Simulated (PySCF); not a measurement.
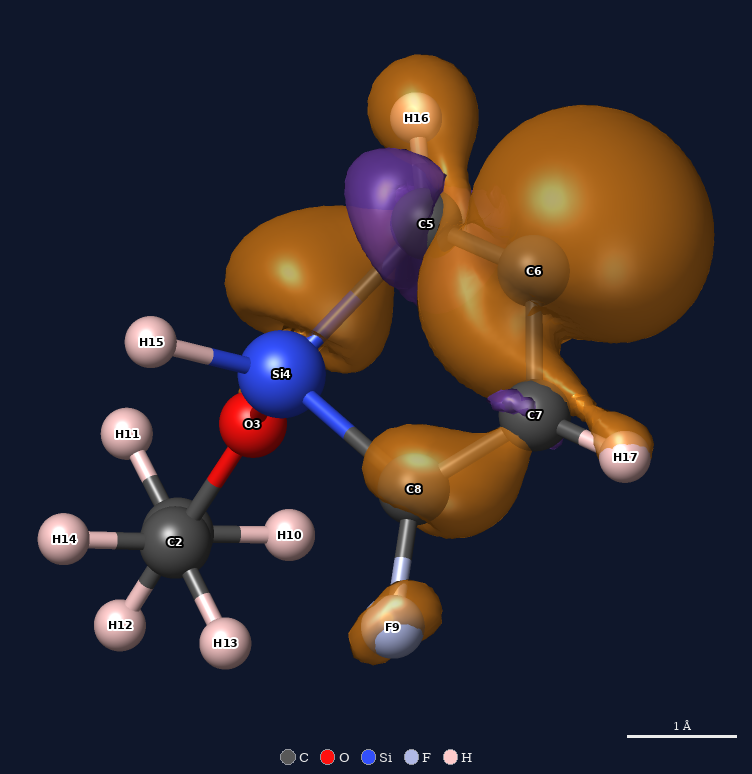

Figure. C$_{6}$H$_{8}$FOSi (doublet). Isosurfaces of the spin density (α minus β) at +0.015 (orange) and −0.015 e/Å³ (purple), seen at an oblique angle.

Geometry: GFN2-xTB.

Method: UKS B3LYP, pcH-1 on C F H O Si, non-relativistic, mean-field spin-orbit, GIAO in PySCF 2.14.0, density-fitted response routines.

```xyz
17

C    -2.8967    0.7364    0.3267
C    -1.8519   -0.1815   -0.2844
O    -0.6480   -0.0497    0.4381
Si    0.7660   -0.8000    0.2839
C     2.0786    0.0933    1.3722
C     3.0322    0.4861    0.5693
C     2.9467    0.3135   -0.8556
C     1.8292   -0.3266   -1.2297
F     1.5637   -0.5997   -2.5300
H    -2.5463    1.7645    0.2983
H    -3.0750    0.4595    1.3622
H    -3.8273    0.6611   -0.2284
H    -1.6733    0.0828   -1.3322
H    -2.1826   -1.2252   -0.2453
H     0.7075   -2.2501    0.4540
H     2.0635    0.1739    2.4407
H     3.7068    0.6736   -1.5303
```

Q: Describe the spin distribution.

A: The unpaired spin (1 electron) lies mostly on C6 (about 0.7), in electrons by Hirshfeld's partition.
